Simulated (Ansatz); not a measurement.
**Two runs on CH3BrGe**

System: CH3BrGe, SMILES [CH3][Ge][Br].
Method of run A: RKS SPW92/def2-TZVPP (Ansatz 0.2.0).

The geometry comes from this level: PBE0-D4/def2-TZVP. Text and figures count atoms from 1; the logs count them from 0 in places.

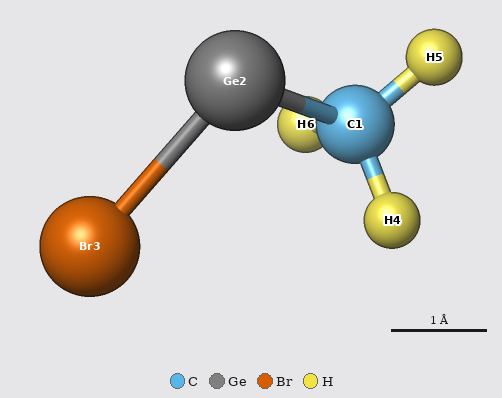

**Figure 1.** The input geometry (ball-and-stick view, seen at a tilt; atoms are numbered from 1 in the order of the input). Sticks mark near contacts. Bond lengths as drawn: Br–Ge 2.36 Å, C–Ge 1.98 Å and C–H 1.09 Å.

The input, run A:
```yaml
crystal:
  periodic: [false, false, false]
  atoms:
    - {symbol: C, position_ang: [-0.427645, 0.399023, -0.270724]}
    - {symbol: Ge, position_ang: [0.170794, -0.356330, 1.464641]}
    - {symbol: Br, position_ang: [1.884391, -1.715078, 0.583775]}
    - {symbol: H, position_ang: [0.401590, 0.936157, -0.741181]}
    - {symbol: H, position_ang: [-1.269745, 1.080840, -0.133552]}
    - {symbol: H, position_ang: [-0.717286, -0.408611, -0.949159]}
basis:
  gaussian: {orbitals: def2-TZVPP}
hamiltonian: {xc: lda}
output: {orbitals: {seedname: orbitals}}
```

Hardware: 2 CPU threads, shared host.

Output (run A):
```
Functional definition: SPW92
  exchange = slater_x
  correlation = pw_c
1091 factors; their error is unknown
mean field evaluation 1: about -127447.6121 eV, gradient 7.3e1 eV
mean field evaluation 2: about -127400.0841 eV, gradient 1.3e2 eV
mean field evaluation 4: about -127458.3397 eV, gradient 1.0e1 eV
mean field evaluation 8: about -127458.6257 eV, gradient 2.4e-1 eV
mean field evaluation 16: about -127458.5863 eV, gradient 1.8e-4 eV
mean field -127458.58634678 eV, -4684.0166537113 hartree, gradient 8.4e-5 eV, S^2 0.000000; 0 other end points of the search recorded, 0 dependent functions left out
reference -127458.58637816 eV, -4684.0166548644 hartree; 38, 38 occupied and 131, 131 virtual orbitals, 1091 factors
Total energy: -127458.58637816 eV, -4684.0166548644 hartree
```

For run B the input was changed thus:
```diff
-hamiltonian: {xc: lda}
+hamiltonian: {xc: {name: LC-wPBE}, dispersion: d4}
```

Predict how the results change.

The total energies belong to different models, so their difference says nothing on which is more stable or more accurate. The HOMO goes from −5.91 to −9.34 eV. The LUMO goes from −3.74 to −0.60 eV.

Output (run B):
```
Warning: the engine holds no damping parameters fitted to this dispersion correction and functional, so the run takes those fitted to pbe0 (hamiltonian.dispersion, under Limitations)
Functional definition: LC-wPBE
  parameter omega = 0.4/bohr
  exchange = pbe_x_sr(omega) + exact_x_lr(omega)
  correlation = pbe_c
1091 factors; their error is unknown
295 factors; integrals over basis functions are off by at most 7.2e-5 eV
mean field evaluation 1: about -127630.1136 eV, gradient 4.2e1 eV
mean field evaluation 2: about -127631.4808 eV, gradient 3.6e1 eV
mean field evaluation 4: about -127633.7481 eV, gradient 1.6e0 eV
mean field evaluation 8: about -127633.7603 eV, gradient 4.6e-2 eV
mean field evaluation 16: about -127633.7201 eV, gradient 8.6e-5 eV
mean field -127633.72006564 eV, -4690.4526991694 hartree, gradient 1.5e-5 eV, S^2 0.000000; 0 other end points of the search recorded, 0 dependent functions left out
reference -127633.72006564 eV, -4690.4526991696 hartree; 38, 38 occupied and 131, 131 virtual orbitals, 1091 factors
Total energy: -127633.83079813 eV, -4690.4567685136 hartree
```

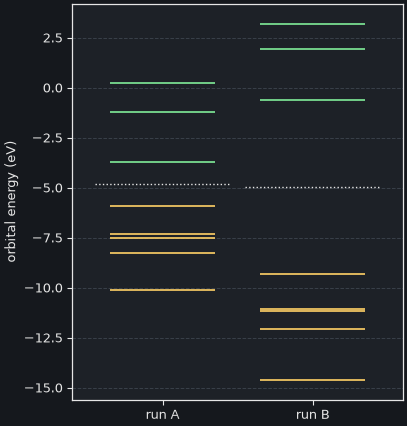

**Figure 2.** The five highest filled and three lowest empty orbital energies of the two runs; the dotted lines part filled from empty levels. The HOMO–LUMO gap is 2.17 eV in run A and 8.74 eV in run B.

The two runs side by side:

| quantity | run A | run B |
| --- | --- | --- |
| outcome | converged | converged |
| total energy (hartree) | −4684.016655 | −4690.456769 |
| HOMO (eV) | −5.91 | −9.34 |
| LUMO (eV) | −3.74 | −0.60 |
| basis functions | 169 | 169 |
| wall time (shared host) | 1.1 s | 2.2 s |

For run B: Warnings: the dispersion correction has no parameters fitted for this combination and takes those fitted for PBE0.
